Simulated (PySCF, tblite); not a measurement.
# C5H5S+: vibronic structure

Wanted: vibronic structure for C5H5S+ (`c1cc[s+]cc1`).

Programs: tblite 0.8.0 and PySCF 2.14.0, with routines of our own; each step states its level. All values are computed. Atoms count from 0.

## (1) The system as given

11 atoms, charge 1, multiplicity 1; geometry from: force field or distance geometry start.

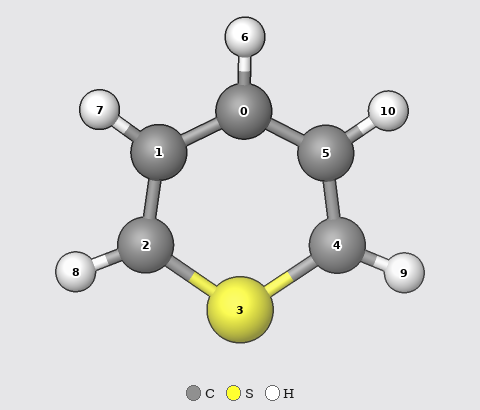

The starting geometry (carbon grey, sulfur yellow, hydrogen white).

## (2) Relaxing the molecule with GFN2-xTB

The job: settings as JSON, then the geometry in Å.

```
{"job": {"kind": "relax", "xc": "GFN2-xTB", "basis": "xTB"}, "charge": 1, "multiplicity": 1}
C     -0.038600     1.070900    -0.094300
C     -1.242200     0.402300    -0.053100
C     -1.356000    -0.971400     0.075400
S      0.079300    -1.870200     0.150000
C      1.440800    -0.847600     0.086700
C      1.193500     0.504300    -0.039800
H     -0.084800     2.168100    -0.190300
H     -2.145400     1.000400    -0.095700
H     -2.353100    -1.414700     0.104700
H      2.442000    -1.211000     0.121000
H      2.069900     1.171600    -0.090300
```

The run is started by

```bash
$ OMP_NUM_THREADS=1 python excited_run.py task.json out
```

The driver reads the jobs from task.json and runs them one after another.

The program printed:

```text
step      E/eV     max force
  0    -435.57567    2.346
  1    -435.70071    1.409
  2    -435.75437    0.746
  3    -435.81655    0.669
  4    -435.84610    0.563
  5    -435.86857    0.427
  6    -435.87782    0.222
  7    -435.88274    0.228
  8    -435.88450    0.106
  9    -435.88508    0.067
 10    -435.88536    0.053
 11    -435.88554    0.045
 12    -435.88560    0.020
 13    -435.88563    0.015
 14    -435.88565    0.014
 15    -435.88566    0.011
 16    -435.88566    0.004
```

Wall time 0.06 s (1 thread of Arm Neoverse V2, shared host).

The steps of the relaxation:

```
step  energy from step 0 (eV)  largest force (eV/Å)
   0                   0.0000                2.3455
   1                  -0.1250                1.4092
   2                  -0.1787                0.7458
   3                  -0.2409                0.6690
   4                  -0.2704                0.5632
   5                  -0.2929                0.4267
   6                  -0.3021                0.2224
   7                  -0.3071                0.2275
   8                  -0.3088                0.1062
   9                  -0.3094                0.0671
  10                  -0.3097                0.0527
  11                  -0.3099                0.0455
  12                  -0.3099                0.0201
  13                  -0.3100                0.0152
  14                  -0.3100                0.0142
  15                  -0.3100                0.0107
  16                  -0.3100                0.0044
```

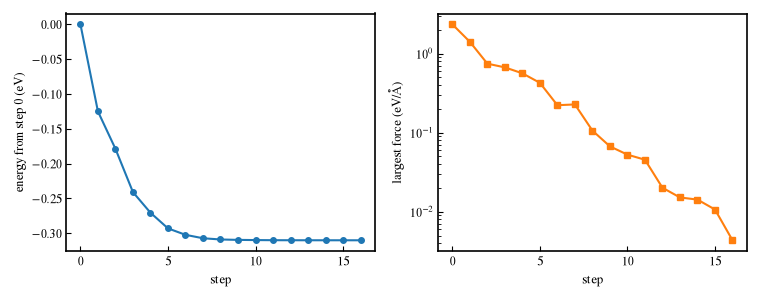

Energy and force, step by step.

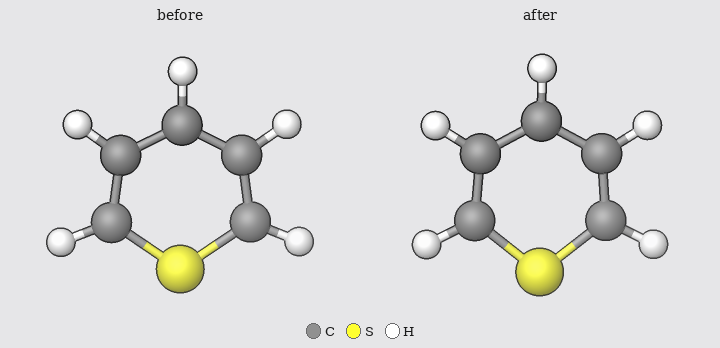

Before and after, at one scale.

Close pairs (by a distance rule), those that changed most:

```
  bond  before (Å)  after (Å)  change (Å)
 C0–C5       1.357      1.393      +0.035
 C0–H6       1.102      1.080      -0.022
C5–H10       1.103      1.082      -0.021
 C0–C1       1.377      1.393      +0.015
 C4–H9       1.066      1.081      +0.015
 S3–C4       1.704      1.691      -0.013
 C2–H8       1.092      1.081      -0.011
 C1–C2       1.384      1.374      -0.011
```

The next job starts from the end point, and lists it.

## (3) Harmonic vibrations with GFN2-xTB

The job: settings as JSON, then the geometry in Å.

```
{"job": {"kind": "ir", "xc": "GFN2-xTB", "basis": "xTB"}, "charge": 1, "multiplicity": 1}
C     -0.046086     1.146162    -0.101862
C     -1.239638     0.430584    -0.046886
C     -1.283897    -0.937501     0.069143
S      0.079203    -1.934407     0.162261
C      1.356754    -0.829335     0.078006
C      1.201606     0.530451    -0.040220
H     -0.089886     2.221483    -0.195372
H     -2.175425     0.970459    -0.097332
H     -2.227278    -1.463673     0.108265
H      2.339698    -1.276486     0.124643
H      2.090373     1.144935    -0.086609
```

The program printed:

```text
mode    cm-1     km/mol
  1     240.7      0.03
  2     306.7      0.00
  3     434.2      2.75
  4     527.2      1.63
  5     580.1      0.24
  6     707.2     69.54
  7     785.7      1.90
  8     819.1      4.96
  9     819.7      1.28
 10     884.1      7.54
 11     900.6      0.28
 12     932.8      0.01
 13     942.9      0.95
 14    1045.6      0.62
 15    1123.3      0.98
 16    1182.6      0.26
 17    1184.3      0.00
 18    1242.2      0.21
 19    1328.7      0.09
 20    1386.8     16.77
 21    1485.6      0.48
 22    1540.6     26.52
 23    3074.7      8.51
 24    3075.4      3.00
 25    3083.5     10.82
 26    3083.9     38.15
 27    3099.5     11.34
```

It took 0.18 s on 1 thread of Arm Neoverse V2, shared host.

The strongest bands and the atoms that carry them (share of the mass-weighted mode):

```
cm⁻¹  km/mol                                atoms
 707    69.5  H6 21 %, H9 19 %, H8 18 %, H10 16 %
 884     7.5            C4 26 %, C2 26 %, C0 22 %
1387    16.8   C1 28 %, C5 28 %, C4 13 %, C2 13 %
1541    26.5   C5 30 %, C1 30 %, C4 14 %, C2 14 %
3075     8.5           H7 40 %, H8 24 %, H10 17 %
3084    10.8                     H8 50 %, H7 28 %
3084    38.1                    H9 47 %, H10 33 %
3100    11.3                              H6 84 %
```

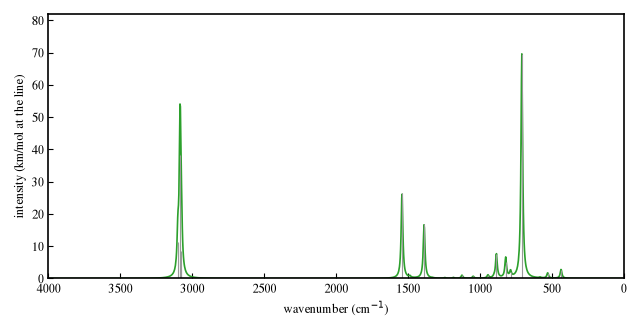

The infrared spectrum from these modes, unscaled. Lines are broadened to a width of 14 cm⁻¹ (Lorentzian).

## (4) Vibronic structure: TDA PBE0/6-31+G*

The job, as its differences from that of step 3:

```diff
@@ -1,2 +1,2 @@
-{"job": {"kind": "ir", "xc": "GFN2-xTB", "basis": "xTB"}, "charge": 1, "multiplicity": 1}
+{"job": {"kind": "vib", "xc": "PBE0", "basis": "6-31+G*", "tda": true}, "charge": 1, "multiplicity": 1}
 C     -0.046086     1.146162    -0.101862
```

Level: TDA PBE0/6-31+G* vertical-gradient vibronic structure (displaced harmonic oscillators, Condon), gas phase.

The program printed:

```text
final grid: 44576 points
cycle   1  E = -591.0452992453  dE =  1.343e+00  |g| = 2.382e-01  |ddm| = 4.917e+00
cycle   2  E = -591.0258286529  dE =  1.947e-02  |g| = 3.467e-01  |ddm| = 1.064e+00
cycle   3  E = -591.0631820272  dE = -3.735e-02  |g| = 5.903e-02  |ddm| = 6.328e-01
cycle   4  E = -591.0640903473  dE = -9.083e-04  |g| = 2.501e-02  |ddm| = 1.563e-01
cycle   5  E = -591.0642451537  dE = -1.548e-04  |g| = 5.235e-03  |ddm| = 4.058e-02
cycle   6  E = -591.0642521521  dE = -6.998e-06  |g| = 1.142e-03  |ddm| = 1.349e-02
cycle   7  E = -591.0642524667  dE = -3.146e-07  |g| = 3.300e-04  |ddm| = 3.448e-03
cycle   8  E = -591.0642524936  dE = -2.692e-08  |g| = 1.103e-04  |ddm| = 5.933e-04
cycle   9  E = -591.0642524970  dE = -3.388e-09  |g| = 8.523e-06  |ddm| = 2.765e-04
cycle  10  E = -591.0642524970  dE = -2.569e-11  |g| = 3.419e-06  |ddm| = 3.408e-05
converged SCF energy = -591.0642524970

Singlet excitations (eV, f): 5.228 (0.0710)  5.846 (0.0899)  5.967 (0.0096)  6.154 (0.0000)  7.293 (0.3510)  7.374 (0.0000)

State S1  5.2282 eV  f = 0.07096  H->L 0.79, H-1->L+1 0.18
  relaxed dipole 0.676 D, largest gradient of the excitation energy 0.0469 Eh/bohr
  mode    cm-1        S   lambda/meV  Raman
    3    434.2    1.2750      68.6   0.812
    7    785.7    0.4797      46.7   1.000
   10    884.1    0.2676      29.3   0.706
   14   1045.6    0.1506      19.5   0.556
   22   1540.6    0.0174       3.3   0.139
  reorganisation energy 0.1698 eV, total S 2.202, 0-0 5.0585 eV
  absorption maximum 5.164 eV, width 0.280 eV

State S2  5.8457 eV  f = 0.08987  H-1->L 0.74, H->L+1 0.22
  relaxed dipole 1.817 D, largest gradient of the excitation energy 0.0346 Eh/bohr
  mode    cm-1        S   lambda/meV  Raman
    7    785.7    0.7109      69.3   1.000
   10    884.1    0.3249      35.6   0.579
   14   1045.6    0.1723      22.3   0.429
   22   1540.6    0.0267       5.1   0.144
   19   1328.7    0.0091       1.5   0.037
    3    434.2    0.0082       0.4   0.004
  reorganisation energy 0.1353 eV, total S 1.256, 0-0 5.7104 eV
  absorption maximum 5.812 eV, width 0.234 eV

State S5  7.2932 eV  f = 0.35103  H-1->L+1 0.73, H->L 0.13
  relaxed dipole 0.951 D, largest gradient of the excitation energy 0.0298 Eh/bohr
  mode    cm-1        S   lambda/meV  Raman
    7    785.7    0.8575      83.5   1.000
   14   1045.6    0.3209      41.6   0.663
   10    884.1    0.0821       9.0   0.121
   19   1328.7    0.0352       5.8   0.117
    3    434.2    0.0894       4.8   0.032
   22   1540.6    0.0117       2.2   0.052
  reorganisation energy 0.1482 eV, total S 1.403, 0-0 7.1449 eV
  absorption maximum 7.245 eV, width 0.236 eV

State T1  3.5282 eV  f = 0.00000  H->L 0.99
  relaxed dipole 1.730 D, largest gradient of the excitation energy 0.0644 Eh/bohr
  mode    cm-1        S   lambda/meV  Raman
    3    434.2    2.4351     131.1   0.950
    7    785.7    0.7830      76.3   1.000
   10    884.1    0.5354      58.7   0.866
   22   1540.6    0.0808      15.4   0.397
   16   1182.6    0.0206       3.0   0.060
   14   1045.6    0.0186       2.4   0.042
  reorganisation energy 0.2880 eV, total S 3.877, 0-0 3.2402 eV
  absorption maximum 3.452 eV, width 0.342 eV
```

Wall time 11 s (1 thread of Arm Neoverse V2, shared host); peak memory 0.55 GiB.

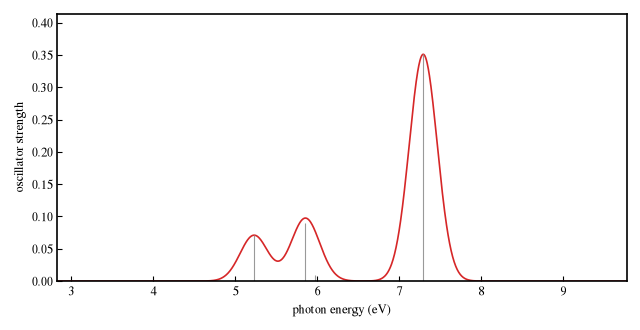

Absorption lines of the singlets. Lines are broadened to a width of 0.40 eV (Gaussian).

## (5) Summary of results

| quantity | value |
| --- | --- |
| strongest single infrared mode (GFN2-xTB) | 707 cm⁻¹, 70 km/mol |
| zero-point energy (GFN2-xTB) | 51.2 kcal/mol |
| S1: vertical, reorganisation, 0-0, total S (step 4, TDA PBE0/6-31+G*, modes from GFN2-xTB) | 5.23, 0.17, 5.06 eV; 2.2 |
| S2: vertical, reorganisation, 0-0, total S (step 4, TDA PBE0/6-31+G*, modes from GFN2-xTB) | 5.85, 0.14, 5.71 eV; 1.3 |
| S5: vertical, reorganisation, 0-0, total S (step 4, TDA PBE0/6-31+G*, modes from GFN2-xTB) | 7.29, 0.15, 7.14 eV; 1.4 |

In words: No mode is imaginary among the 27: a minimum at this level. The strongest single mode, at 707 cm⁻¹, has its largest shares on H6, H9, H8 and H10 (the list is cut at 4 atoms). Unscaled tight-binding wavenumbers are off by several per cent, some by more. Its intensities can rank the bands wrongly. The vibronic model keeps the ground-state modes (from xTB) and shifts them along the gradient alone, so it can miss much of the relaxation that a full optimisation finds.
